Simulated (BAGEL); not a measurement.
# CH3BClNO (SMILES [H]/N=C\B(O)Cl) at RI-MP2/cc-pVDZ (density fitting with qzvpp-jkfit)

Aim: the energy change on altering one bond length of CH3BClNO at RI-MP2/cc-pVDZ (density fitting with qzvpp-jkfit), from 2 runs. 

Program for the calculation: BAGEL 1.2.2.

## (1) The structure to begin with

CH3BClNO: 8 atoms, total charge 0, spin state singlet. As SMILES, `[H]/N=C\B(O)Cl`. The coordinates come from a PBE0-D4/def2-TZVP relaxation. This is one conformer, not always the lowest.

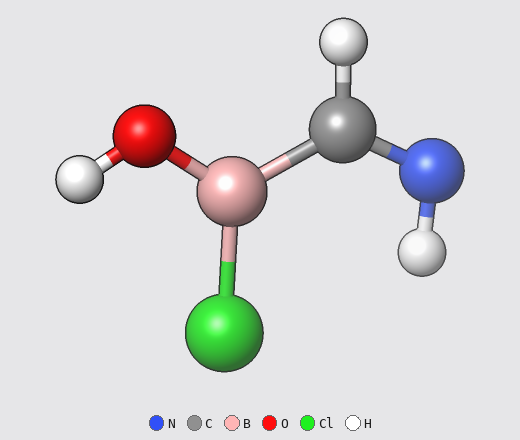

The structure, seen from a chosen angle (nitrogen blue, carbon grey, boron pink, oxygen red, chlorine green, hydrogen white).

## (2) A single-point energy at RI-MP2/cc-pVDZ (density fitting with qzvpp-jkfit)

Input file calc.json:

```json
{ "bagel" : [

{
  "title" : "molecule",
  "basis" : "cc-pvdz.json",
  "df_basis" : "qzvpp-jkfit",
  "angstrom" : true,
  "geometry" : [
    { "atom" : "N", "xyz" : [   -0.428500,    1.745600,    0.743700 ] },
    { "atom" : "C", "xyz" : [   -0.322700,    0.482100,    0.812400 ] },
    { "atom" : "B", "xyz" : [    0.172300,   -0.471900,   -0.334000 ] },
    { "atom" : "O", "xyz" : [    0.230100,   -1.793200,   -0.105500 ] },
    { "atom" : "Cl", "xyz" : [    0.644400,    0.203500,   -1.901500 ] },
    { "atom" : "H", "xyz" : [   -0.141000,    2.072800,   -0.183700 ] },
    { "atom" : "H", "xyz" : [   -0.604600,    0.018200,    1.764400 ] },
    { "atom" : "H", "xyz" : [    0.542100,   -2.314100,   -0.851700 ] }
  ]
},
{
  "title" : "hf"
},
{
  "title" : "mp2",
  "ncore" : 9
}

]}
```

The basis set cc-pVDZ is read from a file made from the Basis Set Exchange's data (not shown).

Launch:

```bash
$ BAGEL_NUM_THREADS=1 BAGEL calc.json > calc.out
```

Standard output:

```text
* using 1 threads per process

  ===============================================================
  ===============================================================

  *** Geometry ***

  { "atom" : "N", "xyz" : [     -0.809748,      3.298706,      1.405389 ] },
  { "atom" : "C", "xyz" : [     -0.609815,      0.911037,      1.535214 ] },
  { "atom" : "B", "xyz" : [      0.325600,     -0.891762,     -0.631169 ] },
  { "atom" : "O", "xyz" : [      0.434826,     -3.388657,     -0.199366 ] },
  { "atom" : "Cl", "xyz" : [      1.217740,      0.384559,     -3.593314 ] },
  { "atom" : "H", "xyz" : [     -0.266451,      3.917024,     -0.347143 ] },
  { "atom" : "H", "xyz" : [     -1.142528,      0.034393,      3.334233 ] },
  { "atom" : "H", "xyz" : [      1.024421,     -4.373015,     -1.609480 ] },

  Number of auxiliary basis functions:      486

  Since a DF basis is specified, we compute 2- and 3-index integrals:
    o Being stored without compression. Storage requirement is 0.031 GB

  Number of basis functions:       89
  Number of electrons      :       46

    * METHOD: MOLECULE                             0.18

  *** RHF ***

  === Nuclear Repulsion ===
   190.5649547877

      * DIIS with orbital gradients will be used.

  === RHF iteration (cc-pvdz.json) ===
      0       -652.96920522          0.01627377           0.06
      1       -653.13145572          0.01161443           0.05
      2       -653.21275074          0.00158137           0.05
      3       -653.21513514          0.00057292           0.05
      4       -653.21540400          0.00018276           0.05
      5       -653.21544930          0.00009963           0.05
      6       -653.21546081          0.00004474           0.05
      7       -653.21546389          0.00000777           0.05
      8       -653.21546397          0.00000293           0.05
      9       -653.21546398          0.00000110           0.05
     10       -653.21546398          0.00000034           0.05
     11       -653.21546398          0.00000013           0.06
     12       -653.21546398          0.00000006           0.06
     13       -653.21546398          0.00000002           0.06
     14       -653.21546398          0.00000001           0.05
    * SCF iteration converged.

    * Permanent dipole moment:
           (   -0.282472,     0.907652,     0.545998) a.u.

    * METHOD: HF                                   0.95

  *** RHF ***

  === Nuclear Repulsion ===
   190.5649547877

      * DIIS with orbital gradients will be used.

  === RHF iteration (cc-pvdz.json) ===
      0       -653.21546398          0.00000000           0.05
    * SCF iteration converged.

    * Permanent dipole moment:
           (   -0.282472,     0.907652,     0.545998) a.u.

  === DF-MP2 calculation ===

    * freezing 9 orbitals
    * 3-index integral transformation done
    * assembly done

      MP2 correlation energy:   -0.6913158116      0.03

      MP2 total energy:       -653.9067797930

    * METHOD: MP2                                  0.16

  ===============================================================
```

It took 1.4 s on 1 thread of Intel Xeon 6975P-C (Granite Rapids), shared host.

## (3) The distorted shape, same level

Input file job.json:

```json
{ "bagel" : [

{
  "title" : "molecule",
  "basis" : "cc-pvdz.json",
  "df_basis" : "qzvpp-jkfit",
  "angstrom" : "true",
  "geometry" : [
    { "atom" : "N", "xyz" : [      -0.287559,       1.977535,       0.267730 ] },
    { "atom" : "C", "xyz" : [      -0.181759,       0.714035,       0.336430 ] },
    { "atom" : "B", "xyz" : [       0.313241,      -0.239965,      -0.809970 ] },
    { "atom" : "O", "xyz" : [       0.371041,      -1.561265,      -0.581470 ] },
    { "atom" : "Cl", "xyz" : [       0.785341,       0.435435,      -2.377470 ] },
    { "atom" : "H", "xyz" : [      -0.000059,       2.304735,      -0.659670 ] },
    { "atom" : "H", "xyz" : [      -0.604600,       0.018200,       1.764400 ] },
    { "atom" : "H", "xyz" : [       0.683041,      -2.082165,      -1.327670 ] }
  ]
},

{
  "title" : "hf"
},

{
  "title" : "mp2",
  "ncore" : 9
}

]}
```

The basis set cc-pVDZ is read from a file made from the Basis Set Exchange's data (not shown).

Launch:

```bash
$ BAGEL_NUM_THREADS=1 BAGEL job.json > job.out
```

Standard output:

```text
* using 1 threads per process

  ===============================================================
  ===============================================================

  *** Geometry ***

  { "atom" : "N", "xyz" : [     -0.543408,      3.737000,      0.505936 ] },
  { "atom" : "C", "xyz" : [     -0.343475,      1.349331,      0.635761 ] },
  { "atom" : "B", "xyz" : [      0.591940,     -0.453468,     -1.530621 ] },
  { "atom" : "O", "xyz" : [      0.701166,     -2.950363,     -1.098819 ] },
  { "atom" : "Cl", "xyz" : [      1.484079,      0.822853,     -4.492767 ] },
  { "atom" : "H", "xyz" : [     -0.000111,      4.355318,     -1.246596 ] },
  { "atom" : "H", "xyz" : [     -1.142528,      0.034393,      3.334233 ] },
  { "atom" : "H", "xyz" : [      1.290760,     -3.934722,     -2.508933 ] },

  Number of auxiliary basis functions:      486

  Since a DF basis is specified, we compute 2- and 3-index integrals:
    o Being stored without compression. Storage requirement is 0.031 GB

  Number of basis functions:       89
  Number of electrons      :       46

    * METHOD: MOLECULE                             0.18

  *** RHF ***

  === Nuclear Repulsion ===
   188.6173446484

      * DIIS with orbital gradients will be used.

  === RHF iteration (cc-pvdz.json) ===
      0       -652.86496129          0.01688237           0.06
      1       -653.03233351          0.01254790           0.05
      2       -653.12773388          0.00173915           0.05
      3       -653.13075022          0.00078582           0.05
      4       -653.13128484          0.00024382           0.05
      5       -653.13137534          0.00012683           0.05
      6       -653.13139843          0.00005868           0.05
      7       -653.13140421          0.00001152           0.05
      8       -653.13140438          0.00000466           0.05
      9       -653.13140440          0.00000174           0.05
     10       -653.13140441          0.00000068           0.06
     11       -653.13140441          0.00000027           0.06
     12       -653.13140441          0.00000012           0.05
     13       -653.13140441          0.00000005           0.05
     14       -653.13140441          0.00000002           0.05
     15       -653.13140441          0.00000001           0.05
     16       -653.13140441          0.00000000           0.05
    * SCF iteration converged.

    * Permanent dipole moment:
           (   -0.374261,     0.765645,     0.853245) a.u.

    * METHOD: HF                                   1.03

  *** RHF ***

  === Nuclear Repulsion ===
   188.6173446484

      * DIIS with orbital gradients will be used.

  === RHF iteration (cc-pvdz.json) ===
      0       -653.13140441          0.00000000           0.05
    * SCF iteration converged.

    * Permanent dipole moment:
           (   -0.374261,     0.765645,     0.853246) a.u.

  === DF-MP2 calculation ===

    * freezing 9 orbitals
    * 3-index integral transformation done
    * assembly done

      MP2 correlation energy:   -0.7028451933      0.03

      MP2 total energy:       -653.8342496023

    * METHOD: MP2                                  0.15

  ===============================================================
```

Wall time 1.5 s (1 thread of Intel Xeon 6975P-C (Granite Rapids), shared host).

## (4) Results

Level: RI-MP2/cc-pVDZ (density fitting with qzvpp-jkfit), 9 core orbitals frozen.

| quantity | value |
| --- | --- |
| first shape: total energy | -653.90678 Eh |
| first shape: correlation energy (9 core orbitals frozen) | -691.3 mEh |
| distorted shape: total energy | -653.83425 Eh |
| distorted shape: correlation energy (9 core orbitals frozen) | -702.8 mEh |
| energy change with the C2–H7 bond stretched from 1.096 to 1.644 Å | 1.974 eV |

**Reading.** With the C2–H7 bond stretched from 1.096 to 1.644 Å the energy rises by 1.97 eV (46 kcal/mol). The first shape isn't relaxed at this level, so the change isn't measured from a minimum.
